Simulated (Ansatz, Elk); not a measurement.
# SrCuS2: X-ray structure factors from the self-consistent density

The structure of SrCuS2 used here is made up (a known structure type with other elements) and was relaxed beforehand with PBEsol. The aim is the Fourier transform of its all-electron density, F(hkl), set beside the sum over free spherical atoms that refinements use.

Method: DFT, PBE, all-electron APW+lo, Dirac cores, scalar-relativistic bands, static density, no spin, in Elk 11.2.3 (patched build).

The structure was built from a prototype and need not be the compound's stable phase.

## 1. The starting structure

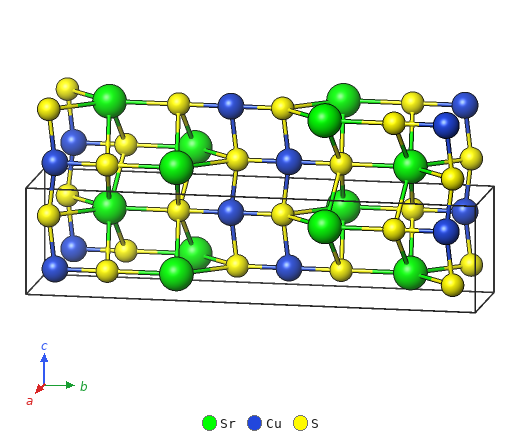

The starting structure, seen slightly off an axis (strontium green, copper blue, sulfur yellow). 1×1×2 cells are drawn. This picture shows the conventional cell, with its axes. Some periodic images of atoms are drawn too.

## 2. Ground state and structure factors

An all-electron density is needed, since X-rays see the cores too. Task 0 finds the density and task 195 Fourier-transforms it; tshift is off so that phases refer to the origin typed.

File elk.in:

```
tasks
  0
  195

xctype
  20

spinpol
  .false.

rgkmax
  7.0

gmaxvr
  14.0

lmaxo
  7

lmaxapw
  8

swidth
  0.002

tshift
  .false.

ramdisk
  .false.

hmaxvr
  5.5

maxscl
  120

epspot
  1e-06

sppath
  './'

avec
  3.88045962743 -18.08589080593 0.00000000000
  3.88045962743 18.08589080593 0.00000000000
  0.00000000000 0.00000000000 8.59027423088

atoms
  3
  'Sr.in'
  2
  0.3348328000 0.6651672000 0.7500000000   0.000000 0.000000 0.000000
  0.6651672000 0.3348328000 0.2500000000   0.000000 0.000000 0.000000
  'Cu.in'
  2
  0.0646324526 0.9353675474 0.7500000000   0.000000 0.000000 0.000000
  0.9353675474 0.0646324526 0.2500000000   0.000000 0.000000 0.000000
  'S.in'
  4
  0.1808227823 0.8191772177 0.7500000000   0.000000 0.000000 0.000000
  0.8191772177 0.1808227823 0.2500000000   0.000000 0.000000 0.000000
  0.9494081198 0.0505918802 0.7500000000   0.000000 0.000000 0.000000
  0.0505918802 0.9494081198 0.2500000000   0.000000 0.000000 0.000000

ngridk
  6 6 5
```

On the command line:

```bash
OMP_NUM_THREADS=4 elk
```

Numbers of over 12 decimals in the logs are rounded to 6 here.

Log:

```text
┌─────────────────────────┐
│ Elk code version 11.2.3 │
└─────────────────────────┘

All units are atomic (Hartree, Bohr, etc.)

┌─────────────────────────────────────────────────┐
│ Ground-state run starting from atomic densities │
└─────────────────────────────────────────────────┘

Lattice vectors :
   3.880459627      -18.08589081       0.000000000
   3.880459627       18.08589081       0.000000000
   0.000000000       0.000000000       8.590274231

Reciprocal lattice vectors :
  0.8095929233     -0.1737040596       0.000000000
  0.8095929233      0.1737040596      -0.000000000
  -0.000000000       0.000000000      0.7314301195

Unit cell volume      :    1205.757849
Brillouin zone volume :   0.2057214172

Muffin-tin inner radius fraction :   0.1000000000E-01

Nuclei treated as point charges

Species : 1 (Sr)
 parameters loaded from : Sr.in
 name : strontium
 nuclear charge    :   -38.00000000
 electronic charge :    38.00000000
 atomic mass :    159721.4892
 muffin-tin radius :    2.600000000
 number of radial points in muffin-tin :   1193
 inner part over the whole radius :   0.9909106339E-02
 number on inner part of muffin-tin    :    847
 approximate nuclear radius :   0.8067967193E-04
 number of mesh points to nuclear radius :    415
 atomic positions (lattice), magnetic fields (Cartesian) :
  1 :   0.33483280 -0.33483280 -0.25000000    0.00000000  0.00000000  0.00000000
  2 :  -0.33483280  0.33483280  0.25000000    0.00000000  0.00000000  0.00000000

Species : 2 (Cu)
 parameters loaded from : Cu.in
 name : copper
 nuclear charge    :   -29.00000000
 electronic charge :    29.00000000
 atomic mass :    115837.2717
 muffin-tin radius :    2.148453601
 number of radial points in muffin-tin :    993
 inner part over the whole radius :   0.9904948097E-02
 number on inner part of muffin-tin    :    699
 approximate nuclear radius :   0.7406004541E-04
 number of mesh points to nuclear radius :    338
 atomic positions (lattice), magnetic fields (Cartesian) :
  1 :   0.06463245 -0.06463245 -0.25000000    0.00000000  0.00000000  0.00000000
  2 :  -0.06463245  0.06463245  0.25000000    0.00000000  0.00000000  0.00000000

Species : 3 (S)
 parameters loaded from : S.in
 name : sulphur
 nuclear charge    :   -16.00000000
 electronic charge :    16.00000000
 atomic mass :    58450.91931
 muffin-tin radius :    1.969415801
 number of radial points in muffin-tin :    793
 inner part over the whole radius :   0.9841840669E-02
 number on inner part of muffin-tin    :    552
 approximate nuclear radius :   0.6195814986E-04
 number of mesh points to nuclear radius :    252
 atomic positions (lattice), magnetic fields (Cartesian) :
  1 :   0.18082278 -0.18082278 -0.25000000    0.00000000  0.00000000  0.00000000
  2 :  -0.18082278  0.18082278  0.25000000    0.00000000  0.00000000  0.00000000
  3 :  -0.05059188  0.05059188 -0.25000000    0.00000000  0.00000000  0.00000000
  4 :   0.05059188 -0.05059188  0.25000000    0.00000000  0.00000000  0.00000000

Total number of atoms per unit cell :    8
Total muffin-tin volume :    358.3098888
 ratio of muffin-tin to unit cell volume :   0.2971657112

Spin treatment :
 spin-unpolarised

Number of Bravais lattice symmetries :    8
Number of crystal symmetries         :    8
Crystal has inversion symmetry
Real symmetric eigensolver will be used

k-point grid :      6     6     5
k-point offset :    0.000000000       0.000000000       0.000000000
k-point set is reduced with full crystal symmetry group
Total number of k-points :       39

Muffin-tin radius times maximum |G+k| :    7.000000000
 using average radius
Maximum |G+k| for APW functions       :    3.223101273
Maximum (1/2)|G+k|²                   :    5.194190909
Maximum |G| for potential and density :    14.00000000
Constant for pseudocharge density :    9
 order of it for each species :   16  16  16
 order of it for pair densities of each species (exact exchange by exxq0 0: 17) :   14   9   7
Radial integration step length :    1

[...]
electron entropic           :    -0.13385416958027E-02
 total energy                :     -11268.156218509

Density of states at Fermi energy :    104.4208783
 (states/Hartree/unit cell)

Estimated indirect band gap :   0.1158659408E-02
 from k-point 9 to k-point 16
Estimated direct band gap   :   0.4081013675E-02
 at k-point 16

Charges :
 core                        :    120.0000000
 valence                     :    78.00000000
 interstitial                :    16.02527649
 muffin-tins (core leakage)
  species : 1 (Sr)
[...]
species : 2 (Cu)
[...]
species : 3 (S)
[...]
total in muffin-tins        :    181.9747235
 total calculated charge     :    197.9961084
 total charge                :    198.0000000
 error                       :   0.3891559595E-02

RMS change in Kohn-Sham potential (target) :   0.5469471560     (  0.1000000000E-05)
Absolute change in total energy (target)   :    1.213548980     (  0.1000000000E-03)

[... loops 3 to 15 left out ...]

┌──────────────────┐
│ Loop number : 16 │
└──────────────────┘

Energies :
 Fermi                       :     0.191647
 sum of occupied eigenvalues :     -6536.5346453853
 electron kinetic            :      11521.478015516
 core electron kinetic       :      11004.566313865
 Coulomb                     :     -22339.806353069
 Coulomb potential           :     -17475.206511486
 nuclear-nuclear             :     -1355.1162047550
 electron-nuclear            :     -24519.867934389
 Hartree                     :      3535.1777860745
 Madelung                    :     -13602.203097326
 xc potential                :     -582.80614941523
 exchange                    :     -439.41323810481
 correlation                 :     -9.106117
 electron entropic           :    -0.69588600731093E-03
 total energy                :     -11266.848388869

Density of states at Fermi energy :    56.09662685
 (states/Hartree/unit cell)

Estimated indirect band gap :   0.4246791085E-03
 from k-point 16 to k-point 26
Estimated direct band gap   :   0.2722926524E-01
 at k-point 26

Charges :
 core                        :    120.0000000
 valence                     :    78.00000000
 interstitial                :    15.25563771
 muffin-tins (core leakage)
  species : 1 (Sr)
[...]
species : 2 (Cu)
[...]
species : 3 (S)
[...]
total in muffin-tins        :    182.7443623
 total calculated charge     :    197.9961534
 total charge                :    198.0000000
 error                       :   0.3846584760E-02

RMS change in Kohn-Sham potential (target) :   0.7457876205E-06 (  0.1000000000E-05)
Absolute change in total energy (target)   :   0.1497703670E-04 (  0.1000000000E-03)

Convergence targets achieved

┌──────────────────┐
│ Loop number : 17 │
└──────────────────┘

Energies :
 Fermi                       :     0.191647
 sum of occupied eigenvalues :     -6536.5346521660
 electron kinetic            :      11521.478010601
 core electron kinetic       :      11004.566303611
 Coulomb                     :     -22339.806360357
 Coulomb potential           :     -17475.206519066
 nuclear-nuclear             :     -1355.1162047550
 electron-nuclear            :     -24519.867940384
 Hartree                     :      3535.1777847820
 Madelung                    :     -13602.203100824
 xc potential                :     -582.80614370117
 exchange                    :     -439.41323780410
 correlation                 :     -9.106117
 electron entropic           :    -0.69588546575894E-03
 total energy                :     -11266.848400818

Density of states at Fermi energy :    56.09657346
 (states/Hartree/unit cell)

Estimated indirect band gap :   0.4246785201E-03
 from k-point 16 to k-point 26
Estimated direct band gap   :   0.2722927469E-01
 at k-point 26

Charges :
 core                        :    120.0000000
 valence                     :    78.00000000
 interstitial                :    15.25563883
 muffin-tins (core leakage)
  species : 1 (Sr)
[...]
species : 2 (Cu)
[...]
species : 3 (S)
[...]
atom 2                    :    13.82905449     (  0.3267589308E-03)
   atom 3                    :    13.83261318     (  0.3263087730E-03)
   atom 4                    :    13.83261318     (  0.3263087730E-03)
 total in muffin-tins        :    182.7443612
 total calculated charge     :    197.9961534
 total charge                :    198.0000000
 error                       :   0.3846583571E-02

┌──────────────────────────────┐
│ Self-consistent loop stopped │
└──────────────────────────────┘

Warning : core states of species 2 leak from the muffin-tin :   0.6397902378E-03

Warning : core states of species 3 leak from the muffin-tin :   0.3267589308E-03

Wrote STATE.OUT
```

It took 1.8 min on 4 threads of Arm Neoverse V2, shared host; peak memory 0.35 GiB.

SFACRHO.OUT:

```text

h k l indices transformed by vhmat matrix:
   1.000000000       0.000000000       0.000000000    
   0.000000000       1.000000000       0.000000000    
   0.000000000       0.000000000       1.000000000    

      h      k      l  multipl.   |H|            Re(F)            Im(F)           |F|

      0      0      0      1   0.0000000       198.00000     -0.12776684E-15   198.00000    
     -1      1      0      2  0.34740812       8.2958087     -0.10458282E-14   8.2958087    
      2     -2      0      2  0.69481624      -35.922316      0.41833129E-14   35.922316    
      0      0      1      2  0.73143012     -0.25281048E-13  0.41833129E-14  0.25624822E-13
     -1      1      1      2  0.80974219       16.055813      0.20916564E-14   16.055813    
      1     -1      1      2  0.80974219      -16.055813      0.20916564E-14   16.055813    
      0     -1      0      4  0.82801800       51.287013      0.41833129E-14   51.287013    
     -2      1      0      4  0.96280767       72.308468      0.24054049E-13   72.308468    
     -2      2      1      2   1.0088407      -54.938822     -0.12549939E-13   54.938822    
      2     -2      1      2   1.0088407       54.938822     -0.94124540E-14   54.938822    
     -3      3      0      2   1.0422244       39.314101      0.49153927E-13   39.314101    
      1      0     -1      4   1.1048094      -88.330125      0.94124540E-14   88.330125    
      1      0      1      4   1.1048094       88.330125     -0.83666258E-14   88.330125    
      2     -3      0      4   1.1873366      -30.707992      0.28237362E-13   30.707992    
      2     -1     -1      4   1.2091272      -21.361094      0.41833129E-14   21.361094    
     -2      1     -1      4   1.2091272       21.361094      0.52291411E-14   21.361094    
     -3      3     -1      2   1.2732720       24.015598      0.52291411E-14   24.015598    
     -3      3      1      2   1.2732720      -24.015598      0.20916564E-14   24.015598
```

Elk indexes on the primitive cell of elk.in and gives |H| = 4π sin θ/λ in inverse bohr. Below, one row stands for each form hkl of the conventional cell (m members, Friedel mates merged), F is for one primitive cell and the density is static (no thermal factor). Free-atom factors are Waasmaier and Kirfel's, and R is Σm||F|−|F'||/Σm|F|.

```csv
hkl,m,sin θ/λ (Å⁻¹),"abs F, DFT",neutral atoms,diff.
020,2,0.052,8.296,8.482,-0.187
040,2,0.104,35.922,35.743,+0.179
001,2,0.110,0.000,0.000,+0.000
021,4,0.122,16.056,15.661,+0.395
110,4,0.124,51.287,51.159,+0.128
130,4,0.145,72.308,72.558,-0.250
041,4,0.152,54.939,56.209,-1.270
060,2,0.157,39.314,38.506,+0.808
111,8,0.166,88.330,88.130,+0.200
150,4,0.179,30.708,31.092,-0.384
131,8,0.182,21.361,22.105,-0.744
061,4,0.192,24.016,24.474,-0.458
080,2,0.209,110.162,110.322,-0.160
151,8,0.210,45.792,45.036,+0.756
170,4,0.220,90.606,91.037,-0.431
002,2,0.220,145.858,146.293,-0.435
022,4,0.226,6.263,6.457,-0.194
081,4,0.236,60.693,60.830,-0.137
200,2,0.243,139.421,140.424,-1.003
042,4,0.243,29.648,29.740,-0.092
171,8,0.246,63.371,63.553,-0.182
220,4,0.249,5.600,6.069,-0.469
```

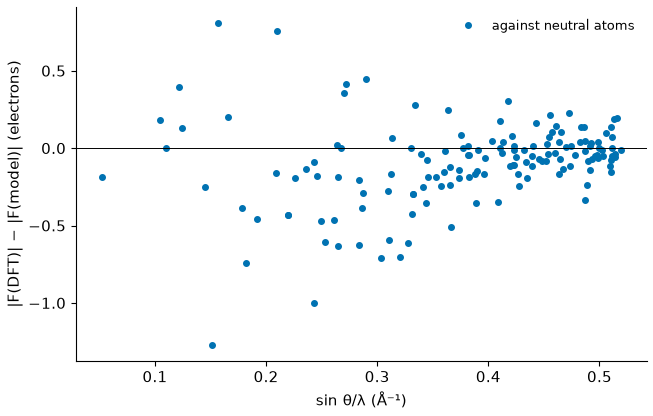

Difference between the calculated structure factors and the independent-atom ones.

## 3. The highest occupied states alone

An energy window below the Fermi level keeps the highest occupied states, to see at which angles they scatter; shallow core shells can lie inside it and anion s states outside. No new self-consistency is needed.

Edit elk.in of step 2 so:

```diff
@@ -1,3 +1,2 @@
 tasks
-  0
   195
@@ -40,2 +39,5 @@
 
+wsfac
+  -0.249340 0.491650
+
 sppath
```

On the command line:

```bash
OMP_NUM_THREADS=4 elk
```

Log:

```text
┌─────────────────────────────────┐
│ Elk code version 11.2.3 started │
└─────────────────────────────────┘

Info(readinput): the functional depends on the density's gradient
 muffin-tin radial points multiplied by    2.00000
 (not where nrmtscf is given)

┌────────────────────┐
│ Current task : 195 │
└────────────────────┘
Info(checkmt): changed muffin-tin radius of species 2 (Cu) from   2.4000 to   2.1485
Info(checkmt): changed muffin-tin radius of species 3 (S) from   2.2000 to   1.9694

Info(sfacrho): density structure factors written to SFACRHO.OUT

 Energy window :  -0.2493400000      0.4916500000

┌──────────────────┐
│ Elk code stopped │
└──────────────────┘
```

Run time: 25 s. Hardware: 4 threads; peak memory 0.25 GiB.

States within 12 eV below the Fermi level hold 42.29 electrons; any levels below the window count with the cores, and a count that is not whole means the window cuts a band. Their amplitudes can exceed the total, where window and core parts have opposite phase:

| hkl | sin θ/λ (Å⁻¹) | abs F, window | abs F, all |
| --- | --- | --- | --- |
| 020 | 0.052 | 13.859 | 8.296 |
| 040 | 0.104 | 0.596 | 35.922 |
| 001 | 0.110 | 0.000 | 0.000 |
| 021 | 0.122 | 13.099 | 16.056 |
| 110 | 0.124 | 22.607 | 51.287 |
| 130 | 0.145 | 3.782 | 72.308 |
| 041 | 0.152 | 7.584 | 54.939 |
| 060 | 0.157 | 9.798 | 39.314 |
| 111 | 0.166 | 8.188 | 88.330 |
| 150 | 0.179 | 3.960 | 30.708 |

## 4. Another functional

The difference from free atoms is small, so it is set against the change that LDA (Perdew-Wang) makes.

Edit elk.in of step 3 so:

```diff
@@ -1,2 +1,3 @@
 tasks
+  0
   195
@@ -4,3 +5,3 @@
 xctype
-  20
+  3
 
@@ -39,5 +40,2 @@
 
-wsfac
-  -0.249340 0.491650
-
 sppath
```

On the command line:

```bash
OMP_NUM_THREADS=4 elk
```

Log:

```text
┌─────────────────────────┐
│ Elk code version 11.2.3 │
└─────────────────────────┘

All units are atomic (Hartree, Bohr, etc.)

┌─────────────────────────────────────────────────┐
│ Ground-state run starting from atomic densities │
└─────────────────────────────────────────────────┘

Lattice vectors :
   3.880459627      -18.08589081       0.000000000
   3.880459627       18.08589081       0.000000000
   0.000000000       0.000000000       8.590274231

Reciprocal lattice vectors :
  0.8095929233     -0.1737040596       0.000000000
[...]
species : 3 (S)
[...]
atom 3                    :    13.81260596     (  0.3241641388E-03)
   atom 4                    :    13.81260596     (  0.3241641388E-03)
 total in muffin-tins        :    182.7053993
 total calculated charge     :    197.9961306
 total charge                :    198.0000000
 error                       :   0.3869406926E-02

┌──────────────────────────────┐
│ Self-consistent loop stopped │
└──────────────────────────────┘

Warning : core states of species 2 leak from the muffin-tin :   0.6673309861E-03

Warning : core states of species 3 leak from the muffin-tin :   0.3244735055E-03

Wrote STATE.OUT
[key lines of the parts left out:]
total energy                :     -11249.656908536
```

Run time: 87 s. Hardware: 4 threads; peak memory 0.34 GiB; 4.8 min of CPU time.

Against the first run R = 0.05 %; the largest change is +0.095 at 041.

## 5. Basis size

A smaller basis shows how fast F responds to it; the change is likely larger than the basis error of the first run, but doesn't show convergence.

Edit elk.in of step 4 so:

```diff
@@ -5,3 +5,3 @@
 xctype
-  3
+  20
 
@@ -11,3 +11,3 @@
 rgkmax
-  7.0
+  5.5
```

On the command line:

```bash
OMP_NUM_THREADS=4 elk
```

Log:

```text
┌─────────────────────────┐
│ Elk code version 11.2.3 │
└─────────────────────────┘

All units are atomic (Hartree, Bohr, etc.)

┌─────────────────────────────────────────────────┐
│ Ground-state run starting from atomic densities │
└─────────────────────────────────────────────────┘

Lattice vectors :
   3.880459627      -18.08589081       0.000000000
   3.880459627       18.08589081       0.000000000
   0.000000000       0.000000000       8.590274231

Reciprocal lattice vectors :
  0.8095929233     -0.1737040596       0.000000000
[...]
species : 3 (S)
[...]
atom 3                    :    13.79494081     (  0.3243085969E-03)
   atom 4                    :    13.79494081     (  0.3243085969E-03)
 total in muffin-tins        :    182.4551022
 total calculated charge     :    197.9968058
 total charge                :    198.0000000
 error                       :   0.3194197452E-02

┌──────────────────────────────┐
│ Self-consistent loop stopped │
└──────────────────────────────┘

Warning : core states of species 2 leak from the muffin-tin :   0.6402486181E-03

Warning : core states of species 3 leak from the muffin-tin :   0.3248297182E-03

Wrote STATE.OUT
[key lines of the parts left out:]
total energy                :     -11266.628446453
```

It took 76 s on 4 threads; peak memory 0.33 GiB.

Against the first run R = 0.09 %; the largest change is -0.124 at 200.

## 6. Settings against the effect

```csv
run,R against the first run (%),"R against neutral atoms, low angle (%)",wall time
"PBE, rgkmax 7",0.00,0.91,1.8 min
LDA (Perdew-Wang),0.05,0.91,87 s
rgkmax 5.5,0.09,0.94,76 s
```

## 7. Results

```
R against neutral atoms, sin θ/λ < 0.3 Å⁻¹ : 0.91 %
R against neutral atoms, 0.3 to 0.52 Å⁻¹   : 0.39 %
```

In words: Independent neutral atoms miss the calculated amplitudes by R = 0.91 % below 0.3 Å⁻¹ and 0.39 % from there to 0.52 Å⁻¹; by shells, 0.59 % below 0.15 Å⁻¹ (5 forms), 0.95 % 0.15 to 0.3 (28 forms), 0.48 % 0.3 to 0.45 (62 forms), 0.27 % above 0.45 (49 forms). Bonding, aspherical density and the tables' own atoms all enter these figures, and the runs don't part them. The largest change of an amplitude is -1.27 electrons, at 041. The window's part falls from 42.3 electrons at the origin to at most 5.35 between 0.45 and 0.52 Å⁻¹, where compact states inside the window still scatter. Below 0.3 Å⁻¹ the changes that finished (LDA (Perdew-Wang) and rgkmax 5.5) move F by R = 0.07 % at most, against the 0.91 % that separates it from free atoms. The k-mesh has no finished test. These runs have no spin, though d or f shells may be open. Part of the difference isn't bonding: the tables are fits to free atoms and ions calculated by other methods than this functional. Thermal motion, anomalous dispersion and extinction are left out.

[Logs are printed without paths, hosts, clocks, repeated set-up lines and the standing remarks that a program may print on its own settings, such as how far it seeks lower states.]

[Hosts, paths, dates, database ids (printed as entryN), source tags and the programs' standing remarks are cut or masked in the printed files.]
